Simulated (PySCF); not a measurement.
**CH$_{6}$F$_{2}$P$_{2}$Si: one change and its effect**

System: CH$_{6}$F$_{2}$P$_{2}$Si, SMILES FC(F)[SiH](P)P.
Method of run 1: GIAO HF/pcSseg-1 NMR shielding, non-relativistic, gas phase (PySCF 2.14.0).

The geometry comes from this level: PBE0-D3(BJ)/def2-SVP. Text and figures count atoms from 1; the logs count them from 0 in places.

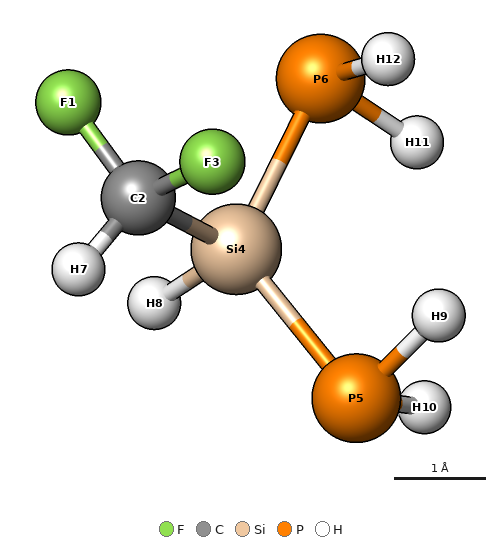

The structure (ball-and-stick view, seen at a tilt; atoms are numbered from 1 in the order of the input).

## Input file, run 1
```
{"job": {"kind": "nmr", "xc": "HF", "basis": "pcSseg-1", "pop": false}, "charge": 0, "multiplicity": 1}
F      2.468019    -0.337861     0.988472
C      1.659902     0.553112     0.361129
F      1.136098     1.384106     1.306344
Si     0.216498    -0.362723    -0.531596
P     -1.106418     1.267802    -1.380471
P     -0.622591    -1.800667     0.999081
H      2.285942     1.167271    -0.313130
H      0.797280    -1.131441    -1.673363
H     -1.740955     1.525261    -0.127303
H     -2.109333     0.345293    -1.811650
H     -1.883182    -1.905920     0.332161
H     -1.058117    -0.731117     1.842147
```

The first line tells a small driver script what to run in PySCF; the rest is the geometry in Å.

Command:
```bash
OMP_NUM_THREADS=1 python <driver script> task.json out
```

Hardware: 1 CPU thread, shared host.

## Output (run 1)
```
final grid: 102432 points
cycle   1  E = -1210.4048520333  dE =  3.969e-01  |g| = 7.418e-01  |ddm| = 2.957e+00
cycle   2  E = -1210.5124464491  dE = -1.076e-01  |g| = 4.448e-01  |ddm| = 7.806e-01
cycle   3  E = -1210.5457703188  dE = -3.332e-02  |g| = 6.632e-02  |ddm| = 2.812e-01
cycle   4  E = -1210.5477882766  dE = -2.018e-03  |g| = 1.957e-02  |ddm| = 1.180e-01
cycle   5  E = -1210.5479793095  dE = -1.910e-04  |g| = 4.535e-03  |ddm| = 3.977e-02
cycle   6  E = -1210.5479934289  dE = -1.412e-05  |g| = 1.261e-03  |ddm| = 1.304e-02
cycle   7  E = -1210.5479945135  dE = -1.085e-06  |g| = 2.927e-04  |ddm| = 3.629e-03
cycle   8  E = -1210.5479945766  dE = -6.308e-08  |g| = 6.676e-05  |ddm| = 9.331e-04
cycle   9  E = -1210.5479945792  dE = -2.548e-09  |g| = 2.890e-05  |ddm| = 1.687e-04
cycle  10  E = -1210.5479945795  dE = -3.156e-10  |g| = 8.215e-06  |ddm| = 5.069e-05
converged SCF energy = -1210.5479945795

GIAO shielding tensors (ppm)
atom      isotropic    diamagn.    paramagn.     s11        s22        s33       span
  0 F      364.104     473.432    -109.327    241.995    361.789    488.529    246.534
  1 C       82.809     245.922    -163.112     61.513     90.080     96.834     35.321
  2 F      371.117     475.758    -104.641    247.302    361.235    504.815    257.514
  3 Si     403.797     876.820    -473.024    355.053    424.499    431.838     76.785
  4 P      593.685     965.690    -372.005    553.664    586.484    640.906     87.242
  5 P      601.695     965.261    -363.566    563.436    590.857    650.792     87.356
  6 H       25.998      28.518      -2.520     23.206     25.306     29.482      6.276
  7 H       27.489      29.006      -1.517     24.138     25.359     32.970      8.832
  8 H       29.809      30.736      -0.928     25.063     27.995     36.367     11.304
  9 H       30.092      30.388      -0.296     25.441     27.202     37.634     12.193
 10 H       30.207      30.455      -0.248     25.207     27.742     37.671     12.464
 11 H       29.716      30.537      -0.821     25.117     27.813     36.220     11.103
```

For run 2 the input was changed thus:
```diff
-"xc": "HF"
+"xc": "PBE"
```

How does run 2 compare with run 1?

The total energies belong to different methods, so their difference says nothing on which is more stable or more accurate. The HOMO goes from −9.76 to −6.25 eV. The LUMO goes from 2.84 to −1.24 eV. The dipole moment goes from 2.33 to 1.79 D. Of all shieldings, the largest change is that of F1, by −72.4 ppm. The method changes from HF to PBE. Exact exchange removes part of the self-interaction error of semilocal functionals, which pushes filled and empty levels apart. The SCF takes 13 iterations against 10.

## Output (run 2)
```
coarse grid: 11856 points
cycle   1  E = -1212.7152640491  dE =  3.527e-01  |g| = 6.133e-01  |ddm| = 3.083e+00
cycle   2  E = -1212.5682733876  dE =  1.470e-01  |g| = 1.156e+00  |ddm| = 1.225e+00
cycle   3  E = -1212.7741553285  dE = -2.059e-01  |g| = 8.407e-02  |ddm| = 7.969e-01
cycle   4  E = -1212.7756359151  dE = -1.481e-03  |g| = 3.600e-02  |ddm| = 1.412e-01
cycle   5  E = -1212.7759862828  dE = -3.504e-04  |g| = 6.275e-03  |ddm| = 5.235e-02
cycle   6  E = -1212.7759944192  dE = -8.136e-06  |g| = 2.926e-03  |ddm| = 1.168e-02
final grid: 102432 points
cycle   7  E = -1212.8398723452  dE = -2.418e-05  |g| = 1.305e-02  |ddm| = 3.438e-02
cycle   8  E = -1212.8397824592  dE =  8.989e-05  |g| = 2.486e-02  |ddm| = 3.254e-02
cycle   9  E = -1212.8399097232  dE = -1.273e-04  |g| = 1.835e-03  |ddm| = 1.992e-02
cycle  10  E = -1212.8399104029  dE = -6.797e-07  |g| = 4.862e-04  |ddm| = 2.551e-03
cycle  11  E = -1212.8399104434  dE = -4.047e-08  |g| = 1.236e-04  |ddm| = 5.371e-04
cycle  12  E = -1212.8399104464  dE = -3.006e-09  |g| = 4.130e-05  |ddm| = 1.427e-04
cycle  13  E = -1212.8399104466  dE = -2.406e-10  |g| = 1.210e-05  |ddm| = 3.490e-05
converged SCF energy = -1212.8399104466

GIAO shielding tensors (ppm)
atom      isotropic    diamagn.    paramagn.     s11        s22        s33       span
  0 F      291.683     472.543    -180.860    171.129    284.068    419.853    248.724
  1 C       51.157     246.167    -195.010     28.120     56.511     68.840     40.720
  2 F      300.447     474.874    -174.427    175.869    283.557    441.914    266.046
  3 Si     351.457     881.737    -530.281    294.467    377.592    382.312     87.845
  4 P      535.380     967.414    -432.034    490.774    554.660    560.706     69.932
  5 P      546.895     967.058    -420.163    504.395    553.548    582.741     78.346
  6 H       24.620      28.128      -3.508     22.237     24.310     27.312      5.075
  7 H       26.538      28.994      -2.456     23.411     24.718     31.485      8.074
  8 H       29.279      30.090      -0.811     25.026     27.684     35.128     10.102
  9 H       29.402      29.641      -0.238     25.176     26.897     36.134     10.958
 10 H       29.639      29.691      -0.052     25.137     27.457     36.323     11.186
 11 H       29.117      29.830      -0.713     24.937     27.468     34.946     10.008
```

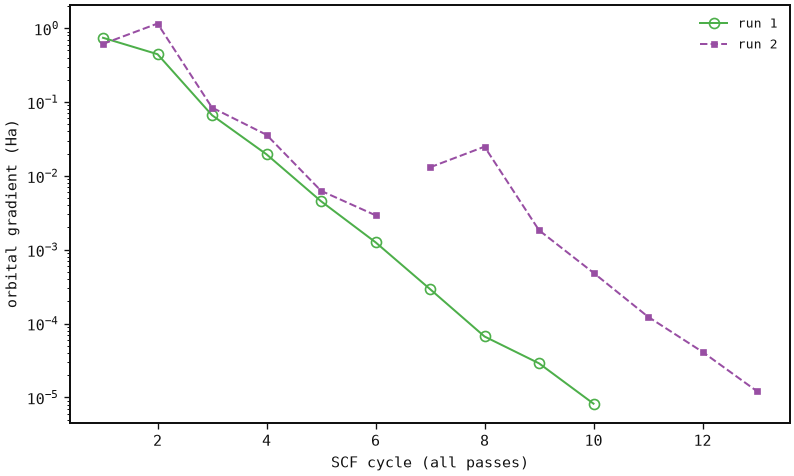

Convergence of the two runs: orbital gradient against the SCF cycle. A break in a curve parts two SCF passes (coarse and final grid). Run 1 takes 10 cycles in all, and run 2 takes 13.

## The two runs side by side

| quantity | run 1 | run 2 |
| --- | --- | --- |
| outcome | converged | converged |
| total energy (hartree) | −1210.547995 | −1212.839910 |
| HOMO (eV) | −9.76 | −6.25 |
| LUMO (eV) | 2.84 | −1.24 |
| dipole moment (D) | 2.33 | 1.79 |
| shielding of F1 (ppm) | 364.1 | 291.7 |
| shielding of C2 (ppm) | 82.8 | 51.2 |
| shielding of F3 (ppm) | 371.1 | 300.4 |
| shielding of Si4 (ppm) | 403.8 | 351.5 |
| shielding of P5 (ppm) | 593.7 | 535.4 |
| shielding of P6 (ppm) | 601.7 | 546.9 |
| shielding of H7 (ppm) | 26.0 | 24.6 |
| SCF iterations | 10 | 13 |
| basis functions | 153 | 153 |
| wall time (shared host) | 15 s | 32 s |
